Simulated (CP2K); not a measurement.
# SiHCl2O (SMILES [O][SiH](Cl)Cl) at AM1

Aim: the energy change on altering one bond length of SiHCl2O at AM1, from 2 runs. 

Program for the calculation: CP2K 2026.2.

9 further runs of the same task are left out: 7 that didn't finish, 2 set aside as unsound or not needed.

**1. The structure to begin with**

SiHCl2O: 5 atoms, total charge 0, spin state doublet. As SMILES, `[O][SiH](Cl)Cl`. The shape is that of a PBE0-D4/def2-TZVP optimisation.

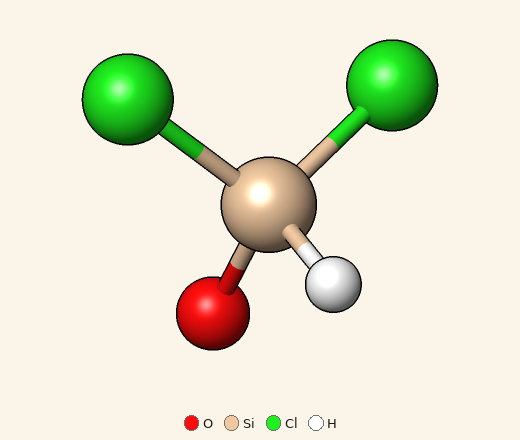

Viewed from a chosen angle; oxygen red, silicon light orange, chlorine green, hydrogen white.

**2. The energy at AM1**

molecule.xyz reads:

```xyz
5

O      0.092100    -0.719000     1.517100
Si     0.084300    -0.040000     0.014900
Cl    -0.523700     1.894600     0.060800
Cl    -1.112100    -1.056100    -1.269800
H      1.509200    -0.153100    -0.364300
```

gas.inp reads:

```
&force_eval
   method QUICKSTEP
   &dft
      multiplicity 2
      uks T
      # Quickstep
      &qs
         method AM1
         eps_default 1.0E-10
         &se
            &coulomb
               cutoff [angstrom] 50
               rc_range [angstrom] 0
            &end coulomb
            &exchange
               cutoff [angstrom] 50
               rc_range [angstrom] 0
            &end exchange
         &end se
      &end qs
      &poisson
         periodic NONE
         poisson_solver ANALYTIC
      &end poisson
      &scf
         scf_guess ATOMIC
         eps_scf 1.0E-07
         max_scf 150
         added_mos 2
         &diagonalization
            algorithm STANDARD
         &end diagonalization
         &mixing
            method DIRECT_P_MIXING
            alpha 0.4
         &end mixing
      &end scf
      # extra output
      &print
         &moments
            periodic F
            reference COM
            max_moment 1
         &end moments
         &mo ON
            energies T
            occupation_numbers T
            ndigits 6
            &each
               qs_scf 0
            &end each
            add_last NUMERIC
         &end mo
         &hirshfeld OFF
         &end hirshfeld
      &end print
   &end dft
   &subsys
      # box in angstrom
      &cell
         abc 12.6 13 12.8
         periodic NONE
      &end cell
      &topology
         coord_file_name molecule.xyz
         coord_file_format XYZ
         &center_coordinates
         &end center_coordinates
      &end topology
   &end subsys
&end force_eval

&global
   project gas
   run_type ENERGY
   print_level MEDIUM
&end global
```

The run is started by

```console
$ OMP_NUM_THREADS=1 cp2k.psmp -i gas.inp -o gas.out
```

The program printed:

```text
CP2K| version string:                                       CP2K version 2026.2
[...]
 GLOBAL| Method name                                                        CP2K
[...]
 GLOBAL| Run type                                                         ENERGY
[...]
                             - Atoms:                                          5
[...]
                             - Spherical basis functions:                     17
[...]
 Number of electrons:                                                         13
[...]
     1 P_Mix/Diag. 0.40E+00    0.0     0.44435757       -39.9254126975 -3.99E+01
[...]
    36 DIIS/Diag.  0.96E-07    0.0     0.00000009       -42.8760711516 -1.14E-13
  *** SCF run converged in    36 steps ***
  Core-core repulsion energy [eV]:                           1236.95533268665758
  Core Hamiltonian energy [eV]:                             -1930.00153334786683
  Two-electron integral energy [eV]:                         -947.34205941404639
  Electronic energy [eV]:                                   -2403.67256305488991
  Total energy [eV]:                                        -1166.71723036823209
  Atomic reference energy [eV]:                              1162.95111531054363
  Heat of formation [kcal/mol]:                               -86.84868330926334
[...]
 SE_DIPOLE| Moment [Debye]         -1.53742582       0.07672609       0.51003055
 SE_DIPOLE| Derivative [a.u.]       0.00000000       0.00000000       0.00000000
 ENERGY| Total FORCE_EVAL ( QS ) energy [hartree]            -42.876071151637660
[...]
```

Wall time 0.34 s (1 thread of Arm Neoverse V1, shared host); peak memory 0.14 GiB.

**3. The distorted shape at the same level**

molecule.xyz reads:

```xyz
5

O      0.396095    -1.686285     1.494150
Si     0.388295    -1.007285    -0.008050
Cl    -0.523700     1.894600     0.060800
Cl    -0.808105    -2.023385    -1.292750
H      1.813195    -1.120385    -0.387250
```

gas.inp reads:

```
&GLOBAL
   PROJECT gas
   RUN_TYPE ENERGY
   PRINT_LEVEL MEDIUM
&END GLOBAL

&FORCE_EVAL
   METHOD QS
   &DFT
      MULTIPLICITY 2
      SPIN_POLARIZED T
      &QS
         METHOD AM1
         EPS_DEFAULT 1.0E-10
         &SE
            &COULOMB
               CUTOFF [angstrom] 50
               RC_RANGE [angstrom] 0
            &END COULOMB
            &EXCHANGE
               CUTOFF [angstrom] 50
               RC_RANGE [angstrom] 0
            &END EXCHANGE
         &END SE
      &END QS
      ! cluster boundary conditions
      &POISSON
         PERIODIC NONE
         POISSON_SOLVER ANALYTIC
      &END POISSON
      ! SCF settings
      &SCF
         SCF_GUESS ATOMIC
         EPS_SCF 1.0E-07
         MAX_SCF 40
         &OT
            MINIMIZER CG
            PRECONDITIONER FULL_SINGLE_INVERSE
         &END OT
         &OUTER_SCF
            EPS_SCF 1.0E-07
            MAX_SCF 10
         &END OUTER_SCF
      &END SCF
      &PRINT
         &MOMENTS
            PERIODIC F
            REFERENCE COM
            MAX_MOMENT 1
         &END MOMENTS
         &MO_CUBES
            NLUMO 3
            NHOMO -1
            WRITE_CUBE F
         &END MO_CUBES
         &HIRSHFELD OFF
         &END HIRSHFELD
      &END PRINT
   &END DFT
   &SUBSYS
      &CELL
         ABC 12.6 13.9 12.8
         PERIODIC NONE
      &END CELL
      &TOPOLOGY
         COORD_FILE_NAME molecule.xyz
         COORD_FILE_FORMAT XYZ
         &CENTER_COORDINATES
         &END CENTER_COORDINATES
      &END TOPOLOGY
   &END SUBSYS
&END FORCE_EVAL
```

The run is started by

```console
$ OMP_NUM_THREADS=1 cp2k.psmp -i gas.inp -o gas.out
```

The program printed:

```text
CP2K| version string:                                       CP2K version 2026.2
[...]
 GLOBAL| Method name                                                        CP2K
[...]
 GLOBAL| Run type                                                         ENERGY
[...]
                             - Atoms:                                          5
[...]
                             - Spherical basis functions:                     17
[...]
 Number of electrons:                                                         13
[...]
     1 OT CG       0.80E-01    0.0     0.19810302       -40.2103477688 -4.02E+01
[...]
    36 OT CG       0.80E+00    0.0     0.00000009       -42.7748855299 -3.97E-12
  *** SCF run converged in    36 steps ***
  Core-core repulsion energy [eV]:                           1097.53185025414678
  Core Hamiltonian energy [eV]:                             -1922.89626819635328
  Two-electron integral energy [eV]:                         -677.19882326460890
  Electronic energy [eV]:                                   -2261.49567982865756
  Total energy [eV]:                                        -1163.96382957451101
  Atomic reference energy [eV]:                              1162.95111531054363
  Heat of formation [kcal/mol]:                               -23.35374757457710
[...]
 SE_DIPOLE| Moment [Debye]         -1.99335820       2.88307159       0.66876115
 SE_DIPOLE| Derivative [a.u.]       0.00000000       0.00000000       0.00000000
 *** WARNING in qs_scf_post_se.F:140 :: Printing of MO cube files not ***
 *** implemented for Semi-Empirical method.                           ***
 ENERGY| Total FORCE_EVAL ( QS ) energy [hartree]            -42.774885529905390
[...]
```

Run time: 1.7 s. Hardware: 1 thread of Arm Neoverse V1, shared host; peak memory 0.14 GiB.

**4. What came out**

At AM1:

```
                                                           quantity           value
                                          first shape: total energy    -42.87607 Eh
                                         first shape: dipole moment          1.62 D
                    first shape: HOMO energy (highest over α and β)       -12.09 eV
                     first shape: LUMO energy (lowest over α and β)        -2.61 eV
                                     first shape: heat of formation  -86.8 kcal/mol
                                      distorted shape: total energy    -42.77489 Eh
                                     distorted shape: dipole moment          3.57 D
                                 distorted shape: heat of formation  -23.4 kcal/mol
energy change with the Si2–Cl3 bond stretched from 2.028 to 3.043 Å        2.753 eV
```

**Reading.** With the Si2–Cl3 bond stretched from 2.028 to 3.043 Å the energy rises by 2.75 eV (63 kcal/mol). The first shape isn't relaxed at this level, so the change isn't measured from a minimum.
